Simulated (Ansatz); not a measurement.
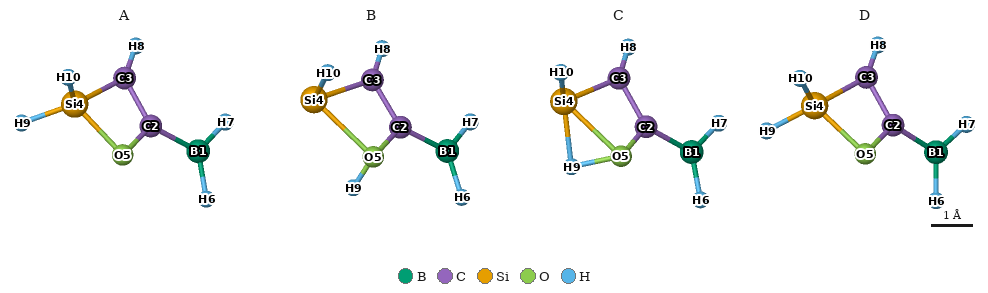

4 geometries from a converged minimum-energy path of C$_{2}$H$_{5}$BOSi, shuffled. Style: ball-and-stick. Shown at a tilt.

Computed with RKS B3LYP-D4/def2-SVP (Ansatz). Run with 7 movable images; climbing image; force threshold 0.05 eV/Å; iteration limit 60; starting path through a guess of the saddle point.

Q: Which frame is the top of the path?

A: C. In order along the path, whose images run from 0 to 8: A (image 1, +1.1 kJ/mol), D (image 2, +5.7 kJ/mol), C (image 5, +243.4 kJ/mol), B (image 7, +137.6 kJ/mol). A hydrogen atom shifts from one atom to another. Breaking: Si4–H9 (1.49 → 1.65 at the top → 2.74 Å). Forming: O5–H9 (2.69 → 1.30 at the top → 0.97 Å).

The run took 4 min on 2 threads of Arm Neoverse V2 (shared host), peak memory 0.22 GiB.
